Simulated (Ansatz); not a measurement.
# Geometry relaxation, with input and output: WH$_{7}$O$_{4}$F (part 2 of 2)

The same run, continued: WH$_{7}$O$_{4}$F; RKS B3LYP-D4/def2-SVP (Ansatz 0.2.0). The input holds or restrains some coordinates. Forces given for the steps count only the free coordinates. It belongs to a series of runs on one base structure; here: pulled along the bonds that form and break, towards end A.

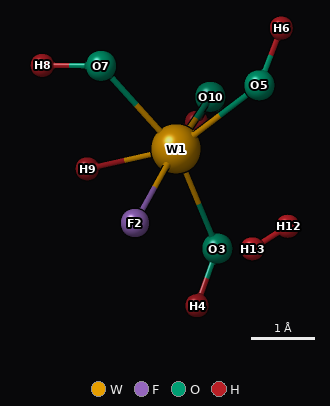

**Figure 1.** The geometry at step 14 of the log (ball-and-stick view, seen at a tilt; atoms are numbered from 1 in the order of the input).

Trajectory as extended XYZ, continued
```
13
Properties=species:S:1:pos:R:3:forces:R:3 step=7 energy=-12840.12035
W    -0.1042    0.0189   -0.0785    0.9096   0.5948  -0.8384
F    -0.0761   -0.0439    1.7884   -0.0177  -0.2756   0.8571
O     1.7852   -0.2411   -0.0839   -0.6756  -0.3779   0.1368
H     2.2459   -1.0749    0.0824    0.1092   0.0915   0.0681
O    -0.0162    1.9693   -0.2111   -0.3611  -0.3236  -0.2426
H    -0.6180    2.4820   -0.7683    0.0991   0.2353  -0.0109
O    -1.9653   -0.1637    0.1192   -0.0340  -0.1405   0.2221
H    -2.3054   -0.4547    0.9781   -0.2757  -0.1314  -0.1133
H    -0.1059   -1.7443   -0.1746   -0.0419   0.0347  -0.1731
O    -0.1883    0.0142   -1.9636   -0.0402   0.0336  -0.3222
H     0.4459    0.5212   -2.4952   -0.1813  -0.2054  -0.0854
H     1.7140    1.8152    1.3508    0.7942   0.7548  -0.7238
H     1.3863    1.5137    1.9203   -0.2845  -0.2902   1.2255
13
Properties=species:S:1:pos:R:3:forces:R:3 step=8 energy=-12840.30428
W    -0.1004    0.0644   -0.0586    0.2686   0.1718  -0.7633
F    -0.0229   -0.0157    1.8097   -0.0531  -0.3116   0.7434
O     1.7639   -0.2612   -0.0808   -0.3187  -0.1910   0.0594
H     2.2367   -1.0888    0.0819    0.0126   0.0957   0.0487
O    -0.0385    1.9991   -0.2368   -0.3219  -0.2181  -0.2118
H    -0.5201    2.5775   -0.8463    0.1432   0.0798   0.0462
O    -1.9561   -0.1595    0.1679    0.0152  -0.1244   0.3743
H    -2.3444   -0.6410    0.9168   -0.0647   0.0078  -0.2853
H    -0.1260   -1.6919   -0.2150   -0.0778   0.1138  -0.0560
O    -0.2416    0.0203   -1.9495    0.0858   0.0531  -0.3107
H     0.4019    0.4351   -2.5433   -0.1579  -0.1365  -0.0213
H     1.7196    1.8306    1.4135    0.8040   0.8138  -0.9385
H     1.4257    1.5428    2.0046   -0.3353  -0.3543   1.3148
13
Properties=species:S:1:pos:R:3:forces:R:3 step=9 energy=-12840.41386
W    -0.1002    0.1018   -0.0377   -0.3108   0.0937  -0.9491
F     0.0415   -0.0025    1.8255   -0.0201  -0.3128   0.7145
O     1.7434   -0.2714   -0.1020   -0.0568   0.0744  -0.0173
H     2.2335   -1.0830    0.0731    0.0005  -0.0158   0.0496
O    -0.0801    2.0273   -0.2634   -0.0814  -0.3530   0.1097
H    -0.3962    2.6729   -0.9078    0.0292   0.0302  -0.0341
O    -1.9433   -0.1491    0.2403    0.1001   0.0611   0.1082
H    -2.3759   -0.8033    0.8043   -0.0321  -0.0521  -0.1171
H    -0.1490   -1.6409   -0.2157   -0.1007   0.0953   0.0275
O    -0.2916    0.0264   -1.9346    0.0507  -0.0363  -0.1455
H     0.3451    0.3246   -2.5954   -0.0271  -0.0618  -0.0258
H     1.6997    1.8522    1.4822    0.7291   0.9099  -1.1269
H     1.4710    1.5569    2.0952   -0.2807  -0.4329   1.4064
13
Properties=species:S:1:pos:R:3:forces:R:3 step=10 energy=-12840.47608
W    -0.1171    0.1399   -0.0317   -0.4422  -0.2162  -0.7346
F     0.1025   -0.0085    1.8233   -0.0470  -0.3414   0.6051
O     1.7239   -0.2307   -0.1379    0.1243  -0.0858  -0.0827
H     2.2394   -1.0079    0.1188   -0.1069   0.1109  -0.0183
O    -0.1556    2.0451   -0.2255    0.0145   0.2007  -0.1403
H    -0.3242    2.7376   -0.8807   -0.0300  -0.0672   0.1099
O    -1.9483   -0.1156    0.2904   -0.1527  -0.2138   0.1288
H    -2.3922   -0.9017    0.6484    0.1251   0.2333  -0.1685
H    -0.2001   -1.5833   -0.2066   -0.0494  -0.1845   0.0661
O    -0.3291    0.0304   -1.9316    0.1691   0.1706  -0.0859
H     0.3408    0.1264   -2.6206   -0.0512  -0.1172   0.0661
H     1.6813    1.8773    1.5064    0.4788   1.0651  -1.0747
H     1.5765    1.5028    2.1113   -0.0325  -0.5547   1.3291
13
Properties=species:S:1:pos:R:3:forces:R:3 step=11 energy=-12840.51169
W    -0.1247    0.1652   -0.0288   -0.2802  -0.1942  -0.6111
F     0.1653   -0.0331    1.8154   -0.1731  -0.3377   0.4211
O     1.7159   -0.2027   -0.1766   -0.1679   0.2455  -0.3308
H     2.2318   -0.9552    0.1121    0.2130  -0.3207   0.1499
O    -0.1950    2.0668   -0.1945    0.0235   0.2077  -0.0687
H    -0.3346    2.7813   -0.8301   -0.0826  -0.0052   0.0681
O    -1.9523   -0.0842    0.3113   -0.2577  -0.2369   0.0633
H    -2.3936   -0.9223    0.5255    0.1157   0.2765  -0.0619
H    -0.2457   -1.5600   -0.1679    0.0259  -0.2067  -0.0269
O    -0.3355    0.0575   -1.9319    1.0502   0.0101  -0.7918
H     0.3660   -0.0677   -2.6209   -0.9159   0.0218   0.9455
H     1.6607    1.8954    1.5288    0.3044   0.9049  -0.6659
H     1.6396    1.4708    2.1217    0.1446  -0.3649   0.9093
13
Properties=species:S:1:pos:R:3:forces:R:3 step=12 energy=-12840.58057
W    -0.0948    0.1702   -0.0441   -0.1835   0.1081  -0.8615
F     0.2234   -0.0732    1.7849   -0.1913  -0.4384   0.5991
O     1.7387   -0.2341   -0.2125    0.0408  -0.1371  -0.1949
H     2.2036   -1.0129    0.1146    0.0843  -0.0063   0.0542
O    -0.1558    2.0800   -0.1797   -0.2078  -0.0682   0.0662
H    -0.4767    2.8302   -0.6982    0.0023  -0.0638   0.0180
O    -1.9318   -0.0463    0.2896   -0.1574   0.0214   0.1366
H    -2.3978   -0.8621    0.5161    0.0395   0.0691  -0.0360
H    -0.2551   -1.5610   -0.2311    0.0079   0.0182   0.0745
O    -0.2825    0.0991   -1.9412    0.4182   0.0137  -0.2981
H     0.3780   -0.2372   -2.5675   -0.2808  -0.0244   0.1945
H     1.6593    1.9285    1.5183    0.3839   1.0826  -1.0077
H     1.5894    1.5308    2.1151    0.0439  -0.5748   1.2551
13
Properties=species:S:1:pos:R:3:forces:R:3 step=13 energy=-12840.66772
W    -0.0473    0.1953   -0.0647   -0.3444  -0.4983  -0.8198
F     0.2682   -0.1384    1.7513    0.1273  -0.4142   0.3627
O     1.7672   -0.3297   -0.3181    0.0128   0.0201   0.2985
H     2.3074   -0.9511    0.1955   -0.2185   0.1587  -0.0624
O    -0.2289    2.1017   -0.1201    0.0318  -0.2588  -0.2386
H    -0.6288    2.8197   -0.6305   -0.0962  -0.0755   0.1060
O    -1.9028    0.0403    0.3044   -0.1352   0.3161  -0.0331
H    -2.4043   -0.7720    0.4480    0.1723  -0.0114  -0.0026
H    -0.3359   -1.5279   -0.2249    0.0163   0.2409  -0.1504
O    -0.1755    0.1574   -1.9728    0.2351  -0.0330   0.1341
H     0.3336   -0.4314   -2.5520   -0.1953   0.0880   0.1846
H     1.6639    1.9459    1.5463    0.4133   1.2954  -1.1290
H     1.5810    1.5021    2.1018   -0.0191  -0.8278   1.3500
13
Properties=species:S:1:pos:R:3:forces:R:3 step=14 energy=-12840.68298
W    -0.0127    0.1921   -0.0760   -0.2004   0.2945  -0.9165
F     0.3530   -0.2172    1.7161   -0.0974  -0.4809   0.4953
O     1.7999   -0.3617   -0.3188    0.6080  -0.6290   0.7198
H     2.3303   -0.9272    0.2976   -0.6949   0.6945  -0.6217
O    -0.2462    2.0870   -0.1306   -0.2551   0.3733  -0.5370
H    -0.8038    2.7800   -0.5605    0.4328  -0.8314   0.4842
O    -1.8819    0.1396    0.3039   -0.2049  -0.0841   0.1367
H    -2.3857   -0.6748    0.4307    0.1054   0.0065   0.0139
H    -0.3848   -1.4948   -0.3251   -0.0516   0.2502  -0.0576
O    -0.0908    0.2069   -1.9806    0.8454  -1.7848  -1.1384
H     0.2778   -0.5692   -2.5278   -0.8349   1.7393   1.2081
H     1.6561    1.9667    1.5548    0.3527   1.3515  -1.0490
H     1.5867    1.4845    2.0804   -0.0049  -0.8996   1.2622
13
Properties=species:S:1:pos:R:3:forces:R:3 step=15 energy=-12840.79587
W     0.0097    0.2040   -0.0907   -0.2229  -0.0866  -1.0374
F     0.3229   -0.2373    1.7026    0.0269  -0.5179   0.6391
O     1.8224   -0.3488   -0.2893    0.1727  -0.2280   0.2482
H     2.3063   -0.9250    0.3281   -0.1979   0.2471  -0.1448
O    -0.1845    2.0929   -0.1613   -0.1525   0.0860  -0.1765
H    -0.7914    2.7650   -0.5161    0.0903  -0.2788   0.0966
O    -1.8539    0.1275    0.3053   -0.2917   0.1287   0.1389
H    -2.3417   -0.6903    0.4730    0.1384   0.0811  -0.0167
H    -0.3945   -1.4583   -0.3791    0.0695   0.0907  -0.0110
O    -0.0718    0.1961   -1.9945    0.3150  -0.6795  -0.4724
H     0.2009   -0.5870   -2.5254   -0.2883   0.7352   0.4840
H     1.6304    1.9997    1.5653    0.3668   1.3580  -0.8868
H     1.5429    1.4734    2.0463   -0.0263  -0.9361   1.1388
13
Properties=species:S:1:pos:R:3:forces:R:3 step=16 energy=-12840.84733
W     0.0614    0.1836   -0.1293   -0.4647   0.6865  -0.6415
F     0.3876   -0.3478    1.6407    0.0690  -0.5386   0.5905
O     1.8806   -0.3499   -0.3383   -0.0720  -0.0598   0.0552
H     2.3769   -0.8792    0.3026   -0.0550   0.0855   0.0372
O    -0.1229    2.0780   -0.2615    0.0925  -0.2369   0.0725
H    -0.7988    2.6834   -0.6018   -0.0117  -0.1453   0.0150
O    -1.8023    0.2305    0.3814    0.2026  -0.0815  -0.1439
H    -2.3159   -0.5541    0.6170    0.1408   0.0361   0.0190
H    -0.4006   -1.4443   -0.4102   -0.1409  -0.0551  -0.0931
O    -0.0595    0.1782   -2.0238    0.0505  -0.3377  -0.3305
H     0.1071   -0.6096   -2.5670   -0.0811   0.2155   0.1719
H     1.4814    1.9898    1.6924    0.3140   1.4466  -0.8996
H     1.4028    1.4532    2.1619   -0.0440  -1.0156   1.1472
13
Properties=species:S:1:pos:R:3:forces:R:3 step=17 energy=-12840.90082
W     0.0952    0.1889   -0.1655   -0.7687  -0.0309  -0.8336
F     0.4248   -0.4323    1.5810   -0.0405  -0.4904   0.5976
O     1.9131   -0.3513   -0.3499    0.2261  -0.0653   0.2187
H     2.4200   -0.7776    0.3664   -0.2738   0.1660  -0.2668
O    -0.0810    2.0744   -0.3191    0.0422  -0.0286  -0.0133
H    -0.8099    2.6226   -0.6534    0.0761  -0.1499   0.0548
O    -1.7574    0.2933    0.4028    0.0943  -0.2754   0.1318
H    -2.2421   -0.4758    0.7531    0.2938   0.3108  -0.1663
H    -0.4802   -1.3972   -0.4980    0.0581   0.0440   0.1285
O    -0.0518    0.1479   -2.0600    0.1416  -0.0010  -0.2373
H     0.0361   -0.6583   -2.5899   -0.0576   0.1123   0.1527
H     1.3679    1.9857    1.7900    0.1241   1.2470  -0.5772
H     1.3632    1.3914    2.2066    0.0842  -0.8385   0.8102
13
Properties=species:S:1:pos:R:3:forces:R:3 step=18 energy=-12840.89807
W     0.0855    0.1848   -0.1690   -0.1530   0.0089  -0.9940
F     0.3992   -0.4358    1.5771    0.0116  -0.5539   0.7455
O     1.9041   -0.3491   -0.3333    0.1763  -0.0177   0.0887
H     2.3922   -0.7710    0.3920   -0.1178   0.0528  -0.1057
O    -0.0673    2.0654   -0.2989    0.0288   0.1356  -0.0594
H    -0.7911    2.6242   -0.6172   -0.0243  -0.0214  -0.0080
O    -1.7477    0.2904    0.3982   -0.2128  -0.1935   0.1535
H    -2.2096   -0.4798    0.7658    0.1247   0.1894  -0.0964
H    -0.4644   -1.4170   -0.4750   -0.0468   0.0268  -0.0790
O    -0.0292    0.1688   -2.0711   -0.0259   0.0307   0.0762
H     0.0245   -0.6397   -2.5941   -0.0015  -0.0704  -0.0063
H     1.3508    1.9930    1.7534    0.1254   1.2883  -0.5262
H     1.3509    1.3776    2.1364    0.1155  -0.8756   0.8110
13
Properties=species:S:1:pos:R:3:forces:R:3 step=19 energy=-12840.90368
W     0.1103    0.1735   -0.2034   -0.1727   0.2938  -1.0090
F     0.4275   -0.4846    1.5295    0.0649  -0.6641   0.7616
O     1.9473   -0.3031   -0.3559   -0.0513  -0.0634   0.0251
H     2.4074   -0.7290    0.3824    0.0191   0.0343  -0.0142
O    -0.0119    2.0560   -0.3689   -0.0313   0.0508   0.0187
H    -0.7691    2.5993   -0.6347    0.0162  -0.0231  -0.0262
O    -1.6992    0.3405    0.4421   -0.0173  -0.1061  -0.0320
H    -2.1477   -0.4032    0.8679    0.0406   0.0585  -0.0144
H    -0.4881   -1.4110   -0.5161   -0.0407   0.0412   0.0019
O    -0.0329    0.1385   -2.1022   -0.0253  -0.0027   0.0025
H    -0.0391   -0.6836   -2.6076   -0.0036  -0.0393   0.0086
H     1.2672    1.9553    1.8127    0.1866   1.5013  -0.7170
H     1.2263    1.3632    2.2183    0.0150  -1.0813   0.9945
13
Properties=species:S:1:pos:R:3:forces:R:3 step=20 energy=-12840.91671 accepted=F
W     0.1428    0.1710   -0.2220   -0.4573   0.1996  -0.9426
F     0.4667   -0.5524    1.4876    0.0631  -0.5812   0.7236
O     1.9811   -0.3002   -0.3884   -0.0280  -0.0390   0.1338
H     2.4448   -0.6998    0.3654   -0.0290   0.0534  -0.1235
O     0.0340    2.0558   -0.4054   -0.0826   0.0112  -0.0055
H    -0.7379    2.5817   -0.6715    0.0988  -0.0685   0.0110
O    -1.6551    0.3783    0.4715    0.1439  -0.1049  -0.0101
H    -2.0941   -0.3461    0.9414    0.0876   0.0891  -0.0671
H    -0.5182   -1.3891   -0.5263    0.0341   0.0673   0.0097
O    -0.0397    0.1215   -2.1165   -0.0069  -0.1715  -0.1365
H    -0.1016   -0.7126   -2.6077    0.0163   0.1756   0.1427
H     1.1581    1.9567    1.8806    0.1643   1.6059  -0.7292
H     1.1169    1.3471    2.2554   -0.0044  -1.2369   0.9937
13
Properties=species:S:1:pos:R:3:forces:R:3 step=21 energy=-12840.90875
W     0.1211    0.1785   -0.2043   -0.2430   0.2251  -1.0012
F     0.4419   -0.5088    1.5172    0.0637  -0.6357   0.7749
O     1.9529   -0.3124   -0.3705   -0.0068   0.0063   0.0235
H     2.4278   -0.7198    0.3686    0.0001   0.0044  -0.0173
O     0.0000    2.0617   -0.3774   -0.0155   0.0230  -0.0037
H    -0.7557    2.5943   -0.6685    0.0257  -0.0215  -0.0120
O    -1.6837    0.3516    0.4527    0.0049  -0.0409  -0.0096
H    -2.1255   -0.3916    0.8848    0.0153   0.0278   0.0004
H    -0.5008   -1.3922   -0.5174   -0.0123   0.0095  -0.0045
O    -0.0370    0.1372   -2.1019   -0.0142  -0.0010  -0.0347
H    -0.0597   -0.6947   -2.5917   -0.0047  -0.0054   0.0116
H     1.2133    1.9593    1.8473    0.1158   1.5697  -0.6933
H     1.2035    1.3488    2.2251    0.0709  -1.1613   0.9658
```

This output came from the following input.

The input
```yaml
crystal:
  periodic: [false, false, false]
  atoms:
    - { symbol: W, position_ang: [0.0, 0.0, 0.0] }
    - { symbol: F, position_ang: [0.0, 0.0, 2.2] }
    - { symbol: O, position_ang: [1.94, 0.0, 0.0] }
    - { symbol: H, position_ang: [2.2771, -0.9519, -0.0197] }
    - { symbol: O, position_ang: [0.0, 1.94, 0.0] }
    - { symbol: H, position_ang: [-0.6343, 2.2771, -0.71] }
    - { symbol: O, position_ang: [-1.94, 0.0, 0.0] }
    - { symbol: H, position_ang: [-2.2771, -0.1263, 0.9437] }
    - { symbol: H, position_ang: [0.0, -1.72, 0.0] }
    - { symbol: O, position_ang: [0.0, 0.0, -1.94] }
    - { symbol: H, position_ang: [0.5278, 0.7924, -2.2771] }
    - { symbol: H, position_ang: [1.3275, 1.3829, 0.637] }
    - { symbol: H, position_ang: [0.9769, 1.0177, 1.6302] }
basis:
  gaussian: { orbitals: def2-SVP }
hamiltonian:
  xc: b3lyp
  dispersion: d4
relax:
  f_tol: 0.15
  max_steps: 25
  restrain:
    - { distance: [0, 11], at: 2.92, k: 30.0 }
    - { distance: [12, 1], at: 2.12, k: 30.0 }
    - { distance: [0, 1], at: 1.85, k: 30.0 }
    - { distance: [12, 11], at: 0.66, k: 30.0 }
```

Launched with:
```bash
ansatz run input.yaml --threads 4 --pin off --max-ram 5120MiB --backend cpu --events-out ev --progress --plain --runs-dir out
```

Summary

- outcome: converged under the restraints of the input
- total energy: −12840.9091 eV
- mean-field energy: −12840.4530 eV
- largest force (length of the vector) at the end, held atoms and coordinates included: 1.720 eV/Å
- hardware: 4 threads of Arm Neoverse V1, 24 GiB of memory available, shared host
- wall time: 74 s (CPU time 4.6 min)
- peak memory: 0.4 GiB
